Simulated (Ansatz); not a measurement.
# CoMe2 (C₂H₆Co) (quartet): inputs that go wrong

Aim: try 2 inputs for CoMe2 (C₂H₆Co) (quartet) as typed, read how each ends, and find what has to change.

Computed with Ansatz 0.2.0, Gaussian basis. Level: the settings change from run to run.

### Step 1. The molecule

An earlier PBE0-D4 in a triple-zeta def2 set relaxation fixed the geometry.

9 atoms, charge 0, spin multiplicity 4.

Atoms are counted from 1 here; the program's logs count them from 0.

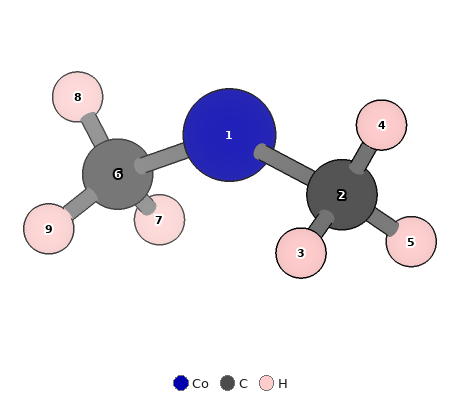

The geometry (cobalt blue, carbon dark grey, hydrogen pink); atoms are numbered from 1 in the order of the file.

### Step 2. Attempt 1

Input file in.yaml:

```yaml
crystal:
  periodic: [false, false, false]
  atoms:
    - {symbol: Co, position_ang: [0.554525, -0.305340, -0.043157]}
    - {symbol: C, position_ang: [0.019410, -0.099744, 1.922029]}
    - {symbol: H, position_ang: [-0.115964, 1.085637, 1.982080]}
    - {symbol: H, position_ang: [0.590881, -0.617337, 2.473778]}
    - {symbol: H, position_ang: [-1.025802, -0.354519, 2.183486]}
    - {symbol: C, position_ang: [-0.238104, -0.091436, -1.857282]}
    - {symbol: H, position_ang: [-0.854217, -0.360716, -1.937310]}
    - {symbol: H, position_ang: [0.890933, -0.435227, -2.407085]}
    - {symbol: H, position_ang: [-0.398006, 0.842451, -2.124296]}
basis:
  gaussian: {orbitals: "6-31G*", point_charges: [{charge: 1.00, position_ang: [5.224, 0.101, 0.511]}]}
magnetization: {spin_polarized: true, initial_magnetization: 9}
hamiltonian: {xc: {name: LC-wPBE}}
scf: {lower_state_search: full}
output: {forces: true}
```

On the command line:

```sh
> ansatz run in.yaml --threads 4 --pin off --events-out ev --progress --plain --max-ram 3916MiB
```

Output (excerpt; [...] marks lines left out):

```text
Functional definition: LC-wPBE
  name "LC-wPBE"
  cite "Vydrov & Scuseria, J. Chem. Phys. 125, 234109 (2006) doi:10.1063/1.2409292"
  cite "Heyd & Scuseria, J. Chem. Phys. 120, 7274 (2004) doi:10.1063/1.1668634"
  cite "Ernzerhof & Perdew, J. Chem. Phys. 109, 3313 (1998) doi:10.1063/1.476928"
  cite "Perdew, Burke & Ernzerhof, Phys. Rev. Lett. 77, 3865 (1996) doi:10.1103/PhysRevLett.77.3865"
  parent pbe
[...]
982 factors; their error is unknown
258 factors; integrals over basis functions are off by at most 8.8e-5 eV
[...]
mean field -39758.80702873 eV, -1461.1092088186 hartree, gradient 1.0e-5 eV, S^2 24.757090; 10 other end points of the search recorded, 0 dependent functions left out
[...]
reference -39758.80702875 eV, -1461.1092088191 hartree; 27, 18 occupied and 51, 60 virtual orbitals, 982 factors
Total energy: -39758.80702875 eV, -1461.1092088191 hartree
Atom 0 at     0.554525    -0.305340    -0.043157 Å, force     3.059901    -0.947429    -0.696033 eV/Å
Atom 1 at     0.019410    -0.099744     1.922029 Å, force    -8.673564     7.491793    -1.249792 eV/Å
Atom 2 at    -0.115964     1.085637     1.982080 Å, force     1.429994    -2.328299    -0.424777 eV/Å
Atom 3 at     0.590881    -0.617337     2.473778 Å, force     5.492314    -3.993733     3.812152 eV/Å
Atom 4 at    -1.025802    -0.354519     2.183486 Å, force     0.275480    -0.676112    -0.501783 eV/Å
Atom 5 at    -0.238104    -0.091436    -1.857282 Å, force    40.716179    21.173506    11.316915 eV/Å
Atom 6 at    -0.854217    -0.360716    -1.937310 Å, force   -51.111262   -24.754413    -6.298984 eV/Å
Atom 7 at     0.890933    -0.435227    -2.407085 Å, force     7.682701    -1.508644    -3.789008 eV/Å
Atom 8 at    -0.398006     0.842451    -2.124296 Å, force     1.446222     5.583577    -2.045830 eV/Å
Dipole moment:    -1.396229     0.454389     0.510486 e Å
```

Run time: 15 s. Hardware: 4 threads of Arm Neoverse V2, shared host.

Diagnosis: It ended without an error, which proves nothing about the input. The spin is set far too high for this molecule. Its coordinates are also moved off the relaxed structure (shortest distance 0.68 Å, against 1.10 Å), and have to be restored too. It asks for 9 unpaired electrons; the ground state has 3. Its energy belongs to an excited spin state, not the ground state. Fix: set initial_magnetization back to that of the ground state, and remove the point charge.

### Step 3. Attempt 2

Input file in.yaml:

```yaml
crystal:
  periodic: [false, false, false]
  atoms:
    - {symbol: Co, position_ang: [0.498819, -0.315704, -0.003920]}
    - {symbol: C, position_ang: [0.035075, 0.008982, 1.894651]}
    - {symbol: H, position_ang: [-0.000850, 1.081300, 2.115163]}
    - {symbol: H, position_ang: [0.772404, -0.441310, 2.570915]}
    - {symbol: H, position_ang: [-0.942103, -0.420089, 2.141314]}
    - {symbol: C, position_ang: [-0.014209, -0.021119, -1.894361]}
    - {symbol: H, position_ang: [-1.004426, -0.440469, -2.103653]}
    - {symbol: H, position_ang: [0.695780, -0.497980, -2.581956]}
    - {symbol: H, position_ang: [-0.040490, 1.046390, -2.138153]}
basis:
  gaussian: {orbitals: def2-mTZVPP}
magnetization: {spin_polarized: true, initial_magnetization: 4}
hamiltonian: {xc: {name: RPBE}}
scf: {lower_state_search: light}
output: {forces: true}
```

Launched as before.

Output:

```text
Error: a molecule whose nuclei and cores have a total charge of 45 cannot have a net charge of 0 together with 4 unpaired electrons
```

Wall time 0.05 s (4 threads of Arm Neoverse V2, shared host).

Diagnosis: The program refused the input. The number of unpaired electrons doesn't fit the electron count. Fix: make charge and initial_magnetization agree: an even electron count takes an even number of unpaired electrons.

### Step 4. How the tries ended

| attempt | level | ended | cause | time |
| --- | --- | --- | --- | --- |
| 1 | LC-wPBE/6-31G* | converged | the spin is set far too high for this molecule | 15 s |
| 2 | RPBE/def2-mTZVPP | refused | the number of unpaired electrons doesn't fit the electron count | 0.05 s |

In words: 1 converged, 1 refused. A refusal costs next to no computing time. The dangerous case is the input that converges on a wrong geometry, charge, spin, basis or grid: often only a look at the input shows it.
